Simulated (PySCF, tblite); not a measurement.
**C3H7NS+ (doublet): geometry, infrared bands and EPR parameters**

Aim: predict the infrared bands and EPR parameters of C3H7NS+ (doublet) (`CCC([NH2+])=S`).

Computed with tblite 0.8.0 and PySCF 2.14.0, with density-fitted response routines of our own, on a single molecule in the gas phase. Atoms count from 0, in the outputs and in this text.

**1. The starting structure**

12 atoms, charge 1, multiplicity 2; geometry from: force field or distance geometry start.

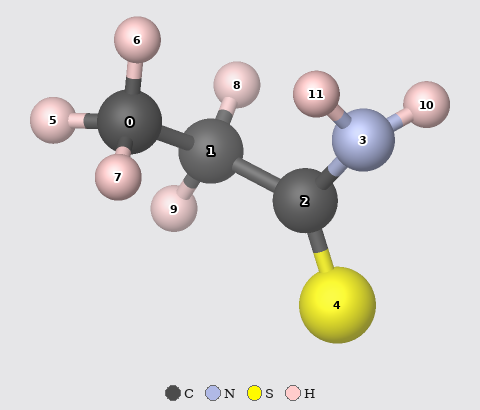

The starting geometry (carbon dark grey, nitrogen light blue, sulfur yellow, hydrogen pink), atoms numbered.

**2. Optimising the geometry with GFN2-xTB**

What the job is given:

```
{"job": {"kind": "relax", "xc": "GFN2-xTB", "basis": "xTB"}, "charge": 1, "multiplicity": 2}
C     -1.298400     0.286200     0.426800
C     -0.415900    -0.238400    -0.657600
C      0.931500    -0.673500    -0.164300
N      1.759900     0.318800     0.457300
S      1.390900    -2.034500    -0.312900
H     -2.361400     0.135500     0.034400
H     -1.226800     1.393200     0.549300
H     -1.240500    -0.244600     1.380500
H     -0.266300     0.479400    -1.478600
H     -0.938900    -1.126400    -1.102600
H      2.447200     0.716500    -0.176100
H      1.219900     0.986900     1.017800
```

Run with:

```
OMP_NUM_THREADS=1 python probes_run.py task.json out
```

This one command runs all jobs of the session in turn.

The program printed:

```text
step      E/eV     max force
  0    -424.61027   12.094
  1    -425.42319    4.614
  2    -425.67137    2.412
  3    -425.78981    1.554
  4    -425.83191    0.683
  5    -425.87159    0.716
  6    -425.97674    1.006
  7    -426.03784    1.223
  8    -426.12078    1.160
  9    -426.22794    1.003
 10    -426.33912    1.298
 11    -426.41089    0.799
 12    -426.40909    1.667
 13    -426.46533    0.819
 14    -426.49159    0.464
 15    -426.55497    0.492
 16    -426.56915    0.469
 17    -426.58396    0.244
 18    -426.59440    0.188
 19    -426.60096    0.139
 20    -426.60323    0.114
 21    -426.60441    0.095
 22    -426.60546    0.093
 23    -426.60671    0.114
 24    -426.60794    0.091
 25    -426.60883    0.083
 26    -426.60955    0.073
 27    -426.61035    0.089
 28    -426.61122    0.081
 29    -426.61191    0.060
 30    -426.61228    0.048
 31    -426.61250    0.042
 32    -426.61273    0.042
 33    -426.61299    0.041
 34    -426.61329    0.053
 35    -426.61359    0.057
 36    -426.61388    0.048
 37    -426.61413    0.033
 38    -426.61435    0.039
 39    -426.61456    0.042
 40    -426.61476    0.038
 41    -426.61493    0.035
 42    -426.61508    0.036
 43    -426.61524    0.041
 44    -426.61541    0.045
 45    -426.61556    0.037
 46    -426.61567    0.028
 47    -426.61577    0.028
 48    -426.61587    0.026
 49    -426.61599    0.033
 50    -426.61612    0.034
 51    -426.61629    0.038
 52    -426.61653    0.051
 53    -426.61686    0.064
 54    -426.61729    0.089
 55    -426.61778    0.098
 56    -426.61840    0.086
 57    -426.61932    0.101
 58    -426.62063    0.115
 59    -426.62178    0.086
 60    -426.62197    0.121
 61    -426.62220    0.119
 62    -426.62276    0.035
 63    -426.62288    0.028
 64    -426.62321    0.037
 65    -426.62333    0.034
 66    -426.62347    0.035
 67    -426.62361    0.032
 68    -426.62384    0.035
 69    -426.62406    0.028
 70    -426.62422    0.030
 71    -426.62435    0.031
 72    -426.62451    0.044
 73    -426.62476    0.056
 74    -426.62536    0.080
 75    -426.62618    0.081
 76    -426.62683    0.074
 77    -426.62726    0.051
 78    -426.62753    0.047
 79    -426.62789    0.052
 80    -426.62835    0.055
 81    -426.62873    0.071
 82    -426.62894    0.026
 83    -426.62908    0.038
 84    -426.62913    0.018
 85    -426.62916    0.016
 86    -426.62919    0.016
 87    -426.62921    0.013
 88    -426.62922    0.010
 89    -426.62923    0.003
```

Wall time 0.38 s (1 thread of Arm Neoverse V1, shared host).

The steps of the relaxation: (not every step is listed)

```
step  energy from step 0 (eV)  largest force (eV/Å)
   0                   0.0000               12.0936
   1                  -0.8129                4.6140
   2                  -1.0611                2.4121
   3                  -1.1795                1.5541
   4                  -1.2216                0.6832
   5                  -1.2613                0.7158
   6                  -1.3665                1.0056
   7                  -1.4276                1.2233
   8                  -1.5105                1.1597
  15                  -1.9447                0.4918
  22                  -1.9952                0.0933
  29                  -2.0016                0.0596
  36                  -2.0036                0.0476
  43                  -2.0050                0.0409
  50                  -2.0059                0.0341
  57                  -2.0091                0.1012
  64                  -2.0129                0.0369
  71                  -2.0141                0.0305
  78                  -2.0173                0.0468
  84                  -2.0189                0.0185
  85                  -2.0189                0.0164
  86                  -2.0189                0.0155
  87                  -2.0189                0.0133
  88                  -2.0189                0.0100
  89                  -2.0190                0.0032
```

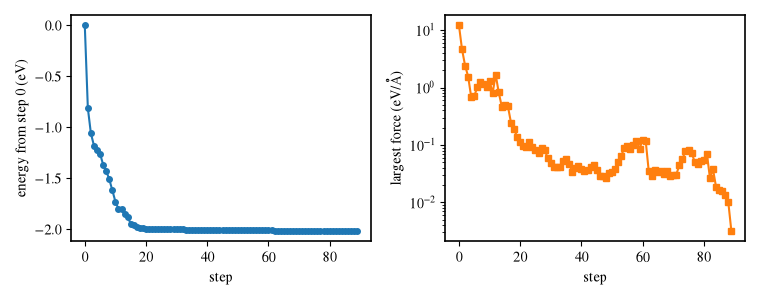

Energy and force, step by step.

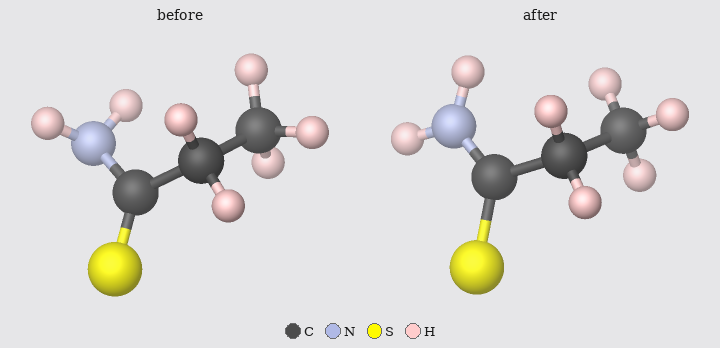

Before and after, at one scale.

Close pairs (by a distance rule), those that changed most:

```
  bond  before (Å)  after (Å)  change (Å)
 C2–S4       1.444      1.661      +0.217
 C2–N3       1.434      1.311      -0.124
 C0–H5       1.143      1.088      -0.055
 C0–C1       1.493      1.525      +0.032
 C1–H9       1.123      1.093      -0.030
 C0–H6       1.116      1.087      -0.029
N3–H11       1.026      1.013      -0.013
 C1–H8       1.101      1.095      -0.006
```

The end geometry stands in the next job.

**3. Harmonic vibrations with GFN2-xTB**

What the job is given:

```
{"job": {"kind": "ir", "xc": "GFN2-xTB", "basis": "xTB"}, "charge": 1, "multiplicity": 2}
C     -1.364993     0.186086     0.485020
C     -0.471181    -0.245990    -0.673146
C      0.937196    -0.486951    -0.201893
N      1.683029     0.523796     0.172531
S      1.389973    -2.084701    -0.183774
H     -2.365666     0.372795     0.100101
H     -0.998029     1.088311     0.966907
H     -1.450712    -0.596455     1.236299
H     -0.442884     0.528128    -1.446931
H     -0.877548    -1.153804    -1.126110
H      2.623746     0.393320     0.521508
H      1.338267     1.474778     0.123460
```

The program printed:

```text
mode    cm-1     km/mol
  1      62.7      1.41
  2     182.7      1.55
  3     227.1      0.63
  4     274.7      4.27
  5     386.3      0.38
  6     537.1      1.09
  7     563.9     14.07
  8     616.9    219.40
  9     742.1     13.76
 10     809.9      8.59
 11     892.1      1.81
 12    1000.2      9.31
 13    1020.6     28.13
 14    1053.9      2.07
 15    1146.4      4.27
 16    1200.0     12.87
 17    1257.1      5.66
 18    1389.0     62.00
 19    1398.7     31.61
 20    1416.4     25.36
 21    1437.0     38.67
 22    1462.4     37.93
 23    1538.8    370.47
 24    2942.8      9.27
 25    2977.6     11.07
 26    3032.0      8.47
 27    3042.6     46.26
 28    3056.7      4.79
 29    3385.9    153.83
 30    3435.7     68.24
```

Run time: 0.23 s. Hardware: 1 thread of Arm Neoverse V1, shared host.

The strongest bands and the atoms that carry them (share of the mass-weighted mode):

```
cm⁻¹  km/mol                                atoms
 617   219.4          H10 62 %, H11 20 %, N3 17 %
1389    62.0  H7 25 %, H5 22 %, H6 13 %, H11 12 %
1437    38.7                     H6 38 %, H5 33 %
1462    37.9            H7 47 %, H6 27 %, H5 19 %
1539   370.5                     C2 50 %, N3 37 %
3043    46.3                     H7 62 %, H5 33 %
3386   153.8                   H11 64 %, H10 33 %
3436    68.2                   H10 61 %, H11 30 %
```

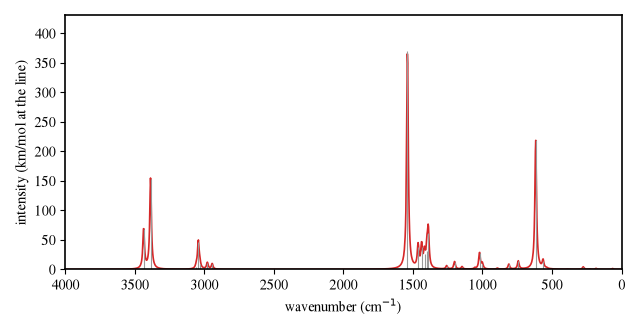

The infrared spectrum from these modes, unscaled. Lines are broadened to a width of 14 cm⁻¹ (Lorentzian).

**4. g tensor and hyperfine couplings: B3LYP/pcH-1**

Settings changed since step 3:

```diff
@@ -1,2 +1,2 @@
-{"job": {"kind": "ir", "xc": "GFN2-xTB", "basis": "xTB"}, "charge": 1, "multiplicity": 2}
+{"job": {"kind": "epr", "basis": "pcH-1"}, "charge": 1, "multiplicity": 2}
 C     -1.364993     0.186086     0.485020
```

With the program's defaults for keys left out, this is: UKS B3LYP, pcH-1 on C H N S, non-relativistic, mean-field spin-orbit, GIAO.

The program printed:

```text
UKS, coarse grid
  cycle   1  E = -571.16970140  |g| = 2.92e-01
  cycle   2  E = -571.14698249  |g| = 3.62e-01
  cycle   3  E = -571.20801997  |g| = 5.70e-02
  cycle   4  E = -571.20908283  |g| = 2.76e-02
  cycle   5  E = -571.20942457  |g| = 7.04e-03
  cycle   6  E = -571.20945194  |g| = 1.38e-03
  cycle   7  E = -571.20945367  |g| = 7.47e-04
UKS, final grid
  cycle   1  E = -571.20946004  |g| = 9.18e-04
  cycle   2  E = -571.20945969  |g| = 1.27e-03
  cycle   3  E = -571.20946044  |g| = 1.95e-04
  cycle   4  E = -571.20946046  |g| = 3.55e-05
  cycle   5  E = -571.20946047  |g| = 1.63e-05
E = -571.20946047 Eh   <S^2> = 0.7541 (exact 0.7500)
g shifts (ppm)      1          2          3
  rmc          -238       -238       -238
  gc             -7         74         47
  oz_so         194      11027      77149
  total         -48      10862      76961
hyperfine (MHz)  atom isotope    a_iso     a_fc   dipolar eigenvalues
    0   13C      -0.73      -0.73     -1.35     -1.18      2.53
    1   13C      30.64      30.64     -7.54     -6.46     14.01
    2   13C     -16.99     -16.99     -6.43      1.30      5.13
    3   14N      10.44      10.44     -2.11     -0.10      2.21
    4   33S      21.58      21.58    -95.60    -86.77    182.36
    5    1H       9.23       9.23     -1.39     -0.63      2.02
    6    1H       1.22       1.22     -1.44     -0.72      2.16
    7    1H       3.50       3.50     -2.20     -1.19      3.39
    8    1H      29.90      29.90     -4.09     -1.01      5.10
    9    1H      20.55      20.55     -7.98     -0.35      8.33
   10    1H      -0.72      -0.72     -4.11     -2.99      7.10
   11    1H       3.70       3.70     -2.21     -0.84      3.05
```

Wall time 32 s (1 thread of Arm Neoverse V1, shared host); peak memory 0.81 GiB.

Principal g values 2.00227, 2.01318, 2.07928; g(iso) = 2.03158, against 2.00232 for a free electron. They are not to be trusted: the run shows a large g shift, which the driver flags as unsure.

Mean a(iso) over the nuclei that a row names, and the largest dipolar term of the row (other rows stand at the frozen geometry):

```
    nuclei  isotope  a(iso) (MHz)  a(iso) (G, at g = 2.0023)  largest dipolar term (MHz)
        C1      13C          30.6                       10.9                        14.0
    H8, H9       1H          25.2                        9.0                         8.3
        S4      33S          21.6                        7.7                       182.4
        C2      13C         -17.0                       -6.1                        -6.4
        N3      14N          10.4                        3.7                         2.2
H5, H6, H7       1H           4.6                        1.7                         3.4
  H10, H11       1H           1.5                        0.5                         7.1
        C0      13C          -0.7                       -0.3                         2.5
```

Mulliken spin populations:

```
atom  value (e)
  C0       0.01
  C1       0.04
  C2      -0.03
  N3       0.00
  S4       0.97
  H5       0.00
  H6       0.00
  H7       0.00
  H8       0.01
  H9       0.00
 H10       0.00
 H11       0.00
```

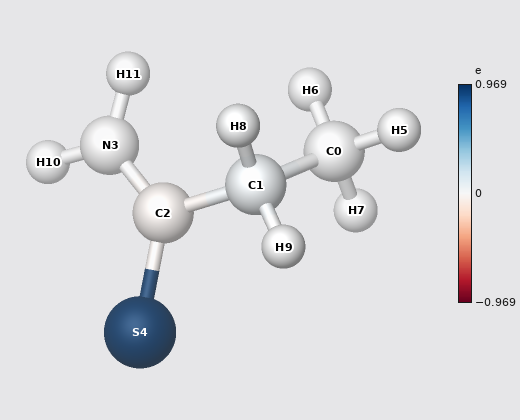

Mulliken spin populations, as colours on the atoms.

Orbitals, density, ELF and potential are computed afterwards from the orbital file.

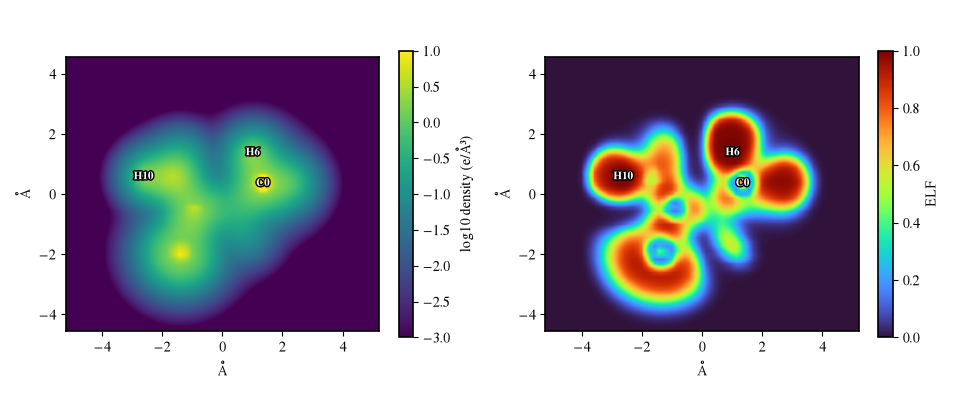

Density (left) and ELF (right) in a plane through or near 3 of the atoms.

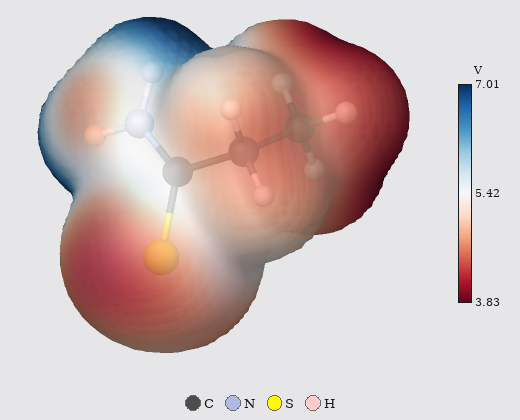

Electrostatic potential on the surface of density 0.002 e/bohr³; red is low, blue high. It runs from 3.83 to 7.01 V.

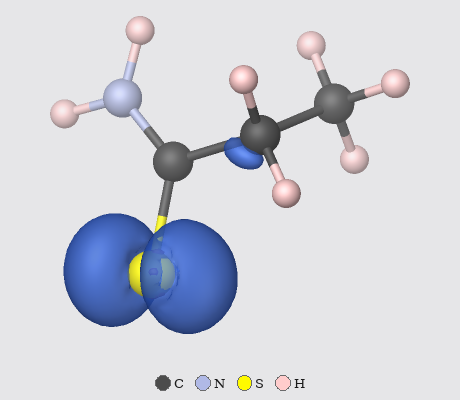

Spin density at ±0.07 e/Å³ (alpha excess blue, beta excess red).

**5. Outcome**

| quantity | value |
| --- | --- |
| strongest single infrared mode (GFN2-xTB) | 1539 cm⁻¹, 370 km/mol |
| zero-point energy (GFN2-xTB) | 60.7 kcal/mol |
| g(iso) (B3LYP) | 2.03158 |
| ⟨S²⟩ | 0.754 (exact 0.75) |
| largest a(iso) (averaged by class) | 13C on C1, 30.6 MHz |
| property runs in this session | 1, of which 0 failed and 1 gave unsound results |

What this shows: Relaxing lowered the energy by 2.019 eV in 89 steps; the close pair that moved most is C2–S4, from 1.444 to 1.661 Å. No mode is imaginary among the 30: a minimum at this level. The strongest single mode, at 1539 cm⁻¹, moves mainly C2 and N3. GFN2-xTB is a fitted tight-binding method: band positions and strengths are rough. Its intensities can rank the bands wrongly. Most of the unpaired spin sits on S4 (0.97 e). The isotropic g lies 29.3 ppt above the free-electron value. These values are not to be trusted: the run shows a large g shift, which the driver flags as unsure.
